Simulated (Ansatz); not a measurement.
# Pd wire along [111], 19 atoms a period: bands along the axis, part 2 of 2

Wanted: the relaxed geometry and the bands of the Pd wire along [111], 19 atoms a period.

Ansatz 0.2.0; DFT PBE, plane waves, PAW; relaxation of a wire's period; PAW set soft_1 (the session's first sound run).

So far: The starting structure; Relaxation of atoms and period.

## Step 2: Relaxation of atoms and period (continued)

The steps of the relaxation:

| step | energy less that of the first step (eV) | largest force component (eV/Å) | pressure (GPa) | volume (Å³) |
| --- | --- | --- | --- | --- |
| 1 | 0.0000 | 1.0707 | -2.15 | 1117.35 |
| 2 | -0.8641 | 0.4880 | 1.16 | 1081.27 |
| 3 | -0.9948 | 0.1125 | -0.21 | 1089.59 |
| 4 | -1.0015 | 0.0364 | 0.06 | 1086.03 |
| 5 | -1.0026 | 0.0063 | 0.01 | 1087.68 |
| 6* | -0.9985 | 0.0061 | 0.02 | 1087.68 |

Relaxation steps marked * repeat the geometry before them on a plane-wave basis chosen anew for their cell, so energy and pressure can jump there.

The run keeps the 4 symmetry operations that it works with, so distortions that break them were not tested.

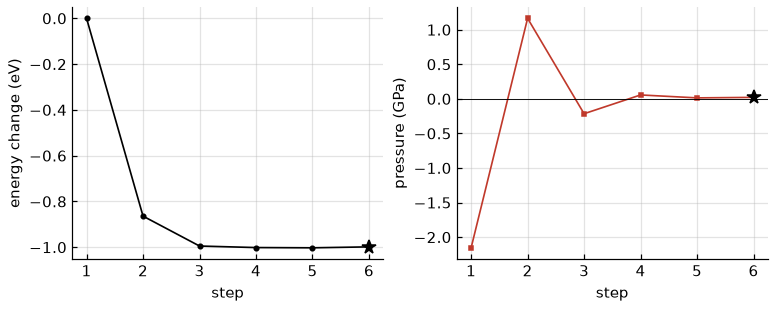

Energy and pressure along the relaxation. Stars mark steps on a basis chosen anew.

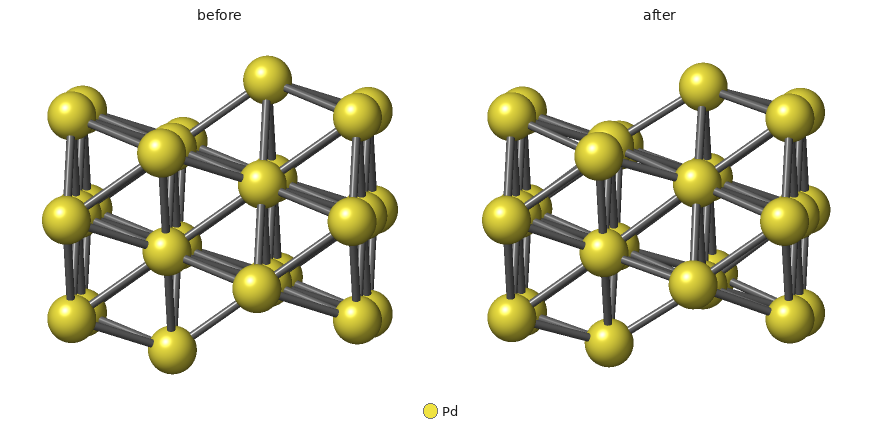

The structure before and after the relaxation, drawn at the same scale.

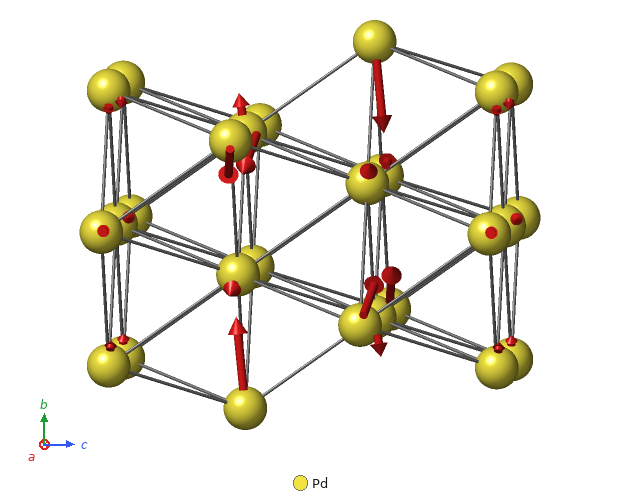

Displacements in the relaxation, exaggerated, measured against the changing cell; the longest in the cell stands for 0.17 Å. Some periodic images of atoms are drawn too.

| cell as run | before | after | change |
| --- | --- | --- | --- |
| c (Å) | 6.824 | 6.643 | -2.7 % |

The atoms that moved most (Å, along periodic axes as changes of fractional coordinates times the final cell, across vacuum about the mean position):

| atom | dx | dy | dz | length |
| --- | --- | --- | --- | --- |
| Pd5 | 0.145 | -0.083 | -0.019 | 0.168 |
| Pd10 | -0.145 | -0.083 | -0.019 | 0.168 |
| Pd11 | 0.145 | 0.083 | 0.019 | 0.168 |
| Pd16 | -0.145 | 0.083 | 0.019 | 0.168 |
| Pd8 | 0.000 | 0.167 | -0.017 | 0.168 |
| Pd14 | 0.000 | -0.167 | 0.017 | 0.168 |
| Pd6 | -0.044 | -0.025 | -0.007 | 0.052 |
| Pd9 | 0.044 | -0.025 | -0.007 | 0.052 |

Final coordinates:

```cif
data_structure
_symmetry_space_group_name_H-M 'P 1'
_symmetry_Int_Tables_number 1
_cell_length_a 12.3720
_cell_length_b 13.2340
_cell_length_c 6.6431
_cell_angle_alpha 90.000
_cell_angle_beta 90.000
_cell_angle_gamma 90.000
_cell_volume 1087.68
loop_
_atom_site_label
_atom_site_type_symbol
_atom_site_fract_x
_atom_site_fract_y
_atom_site_fract_z
_atom_site_occupancy
Pd1 Pd 0.38835 0.31924 0.00016 1
Pd2 Pd 0.50000 0.50000 0.00000 1
Pd3 Pd 0.61165 0.31924 0.00016 1
Pd4 Pd 0.72318 0.50000 0.00000 1
Pd5 Pd 0.28654 0.61527 0.33055 1
Pd6 Pd 0.38382 0.43731 0.33231 1
Pd7 Pd 0.50000 0.62534 0.33214 1
Pd8 Pd 0.50000 0.26953 0.33082 1
Pd9 Pd 0.61618 0.43731 0.33231 1
Pd10 Pd 0.71346 0.61527 0.33055 1
Pd11 Pd 0.28654 0.38473 0.66945 1
Pd12 Pd 0.38382 0.56269 0.66769 1
Pd13 Pd 0.50000 0.37466 0.66786 1
Pd14 Pd 0.50000 0.73047 0.66918 1
Pd15 Pd 0.61618 0.56269 0.66769 1
Pd16 Pd 0.71346 0.38473 0.66945 1
Pd17 Pd 0.27682 0.50000 0.00000 1
Pd18 Pd 0.38835 0.68076 0.99984 1
Pd19 Pd 0.61165 0.68076 0.99984 1
```

Numbers from this step:

| Item | Value |
| --- | --- |
| energy at zero smearing | -132468.9251 eV |
| cell length along the wire | 6.643 Å |

The cell's length comes to 6.643 Å with spin left out.

## Step 3: The perfect wire

This step: DFT PBE, plane waves, PAW; bands of a perfect wire; PAW set soft_1 (Ansatz 0.2.0).

At the relaxed period the bands are computed along the axis; those that cross an energy going forward count the channels that a perfect wire would open there.

input.yaml

```yaml
crystal:
  lattice:
    - [12.372, 0.0, 0.0]
    - [0.0, 13.234, 0.0]
    - [0.0, 0.0, 6.6430607006]
  atoms:
    - { symbol: Pd, position: [0.388353799, 0.319235821, 0.000164905] }
    - { symbol: Pd, position: [0.5, 0.5, 0.0] }
    - { symbol: Pd, position: [0.611646201, 0.319235821, 0.000164905] }
    - { symbol: Pd, position: [0.723184578, 0.5, 0.0] }
    - { symbol: Pd, position: [0.286543934, 0.615270422, 0.330545566] }
    - { symbol: Pd, position: [0.383818511, 0.437309931, 0.332311601] }
    - { symbol: Pd, position: [0.5, 0.625341859, 0.332139484] }
    - { symbol: Pd, position: [0.5, 0.269534491, 0.330815491] }
    - { symbol: Pd, position: [0.616181489, 0.437309931, 0.332311601] }
    - { symbol: Pd, position: [0.713456066, 0.615270422, 0.330545566] }
    - { symbol: Pd, position: [0.286543934, 0.384729578, 0.669454434] }
    - { symbol: Pd, position: [0.383818511, 0.562690069, 0.667688399] }
    - { symbol: Pd, position: [0.5, 0.374658141, 0.667860516] }
    - { symbol: Pd, position: [0.5, 0.730465509, 0.669184509] }
    - { symbol: Pd, position: [0.616181489, 0.562690069, 0.667688399] }
    - { symbol: Pd, position: [0.713456066, 0.384729578, 0.669454434] }
    - { symbol: Pd, position: [0.276815422, 0.5, 0.0] }
    - { symbol: Pd, position: [0.388353799, 0.680764179, 0.999835095] }
    - { symbol: Pd, position: [0.611646201, 0.680764179, 0.999835095] }
kpoints:
  mp_grid: { grid: [1, 1, 13] }
  band_path: { path: ["Γ", Z], npoints: 90 }
scf:
  occupations: { method: fermi_dirac, width: 0.05 }
hamiltonian:
  xc: pbe
  pseudopotentials: { kind: paw, azcp: { folder: soft_1 } }
output:
  dos: { e_range: [-5, 4] }
  write_potential: true
  write_density: true
  volumetric_format: npy
```

Command:

```
$ ansatz run input.yaml --threads 4 --pin off --max-ram 16384MiB --backend cpu --events-out ev --progress --plain --runs-dir out
```

Numbers of over 12 decimals in the logs are rounded to 6 here.

What it wrote:

```text
[...]
Crystal: 19 atoms, lattice volume = 1087.675 Å³
Basis set: ecut = 420 eV, 21243 PW (Γ)
Bands: 206, of which v1, the nominal top of the filled ones, is band 171 counted from 1 (170 counted from 0)
Symmetry: 4 space group operations
[...]
k-points: 7 of 13
[...]
SCF iter   1: F=—  HF=-132485.786948 eV  |F-HF|=—  |Δ(HF+E_count)|=         —  Δρ=8.13e-2  dr2=8.78e1  ethr=3.10e-3  ⟨swp⟩=6.7  Hψ=5153  notcnv=0  defer=79
[...]
SCF iter  17: F=-132469.131115 eV  HF=-132469.131115 eV  |F-HF|=3.02e-8  |Δ(HF+E_count)|=   2.40e-8  Δρ=1.21e-6  dr2=3.73e-8  ethr=2.92e-11  ⟨swp⟩=14.1  Hψ=5037  notcnv=0
SCF 1 converged in 17 iterations: F = -132469.131115 eV  dr2 = 3.73e-8
[...]
NSCF: frozen V_eff on 91 k-points
WARN: The output density's exchange-correlation potential varies sharply where the density is thin. Do not read a vacuum level from v_tot or v_xc, or from such a field of the output density. On a cell that repeats whose density bears no net charge and no dipole along the vacuum's axis use v_es (v_loc + v_h of the components); under efield.dipole_correction with no amplitude use v_es + v_field, which holds any externa [...]
SCF converged after 17 iterations
Free energy (F): -132469.131115 eV
[...]
Internal energy: -132468.720906 eV  (E = F + TS)
E sigma→0 (E₀):  -132468.926011 eV
Entropy (-TS):   -0.410209 eV (-21.590 meV/atom)
Fermi energy:    1.655162 eV
[...]
--- Band table (eV; the first three rows and the last of 7) ---
  k-point 0: bands = [... 167 lower, 1.5198, 1.5808, 1.5815, 1.6182, 1.6360, 1.6362, 1.8178, 2.0981, ... 31 higher]
  k-point 1: bands = [... 167 lower, 1.5038, 1.5808, 1.5814, 1.6244, 1.6623, 1.6624, 1.7906, 1.9418, ... 31 higher]
  k-point 2: bands = [... 167 lower, 1.5477, 1.5844, 1.5845, 1.6416, 1.6507, 1.7119, 1.7120, 1.7618, ... 31 higher]
  k-point 6: bands = [... 167 lower, 1.4488, 1.6237, 1.6271, 1.6706, 1.6713, 1.6828, 1.7291, 1.7878, ... 31 higher]
```

Run time: 5.9 min. Hardware: 4 threads of Arm Neoverse V1, shared host; peak memory 9.9 GiB; 24 min of CPU time.

This step gave:

| Property | Result |
| --- | --- |
| energy at zero smearing | -132468.9260 eV |
| band gap | 0 eV |

The electronic bands at the labelled points (eV, zero at the Fermi level; # counts the bands kept):

| point | #63 | #64 | #65 | #66 | #67 | #68 | #69 | #70 |
| --- | --- | --- | --- | --- | --- | --- | --- | --- |
| Γ | -0.14 | -0.07 | -0.07 | -0.04 | -0.02 | -0.02 | 0.16 | 0.44 |
| Z | -0.20 | -0.06 | -0.06 | 0.02 | 0.02 | 0.03 | 0.08 | 0.14 |

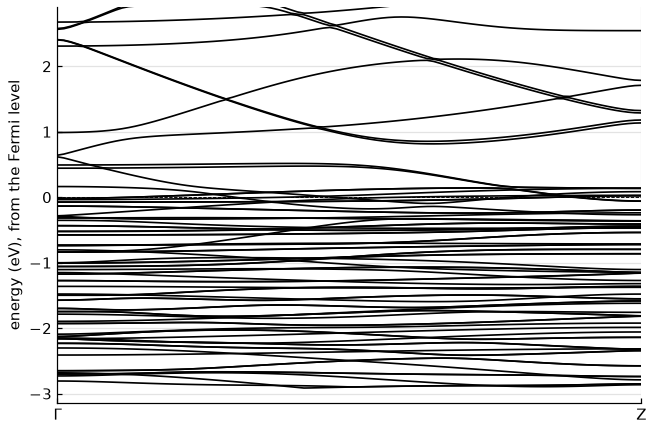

Electronic bands along the path.

Between Γ and Z the bands cross the Fermi level 11 times, so a perfect wire would conduct at least 11 G₀, with spin left out.

## Step 4: What came out

| Quantity | Value |
| --- | --- |
| cell length, PBE | 6.643 Å |
| ballistic conductance by band crossings, a lower bound, PBE | 11 G₀ |

In words: Under PBE the cell's length is 6.64 Å, and the bands cross the Fermi level 11 times between Γ and Z, which gives a perfect wire at least 11 G₀ (opposite crossings within one step of the path cancel in such a count). No spin was allowed, though thin wires with open d shells can turn magnetic.

[Logs are printed without paths, hosts, clocks, repeated set-up lines and the standing remarks that a program may print on its own settings, such as how far it seeks lower states.]

[Hosts, paths, dates, database ids (printed as entryN), source tags and the programs' standing remarks are cut or masked in the printed files.]
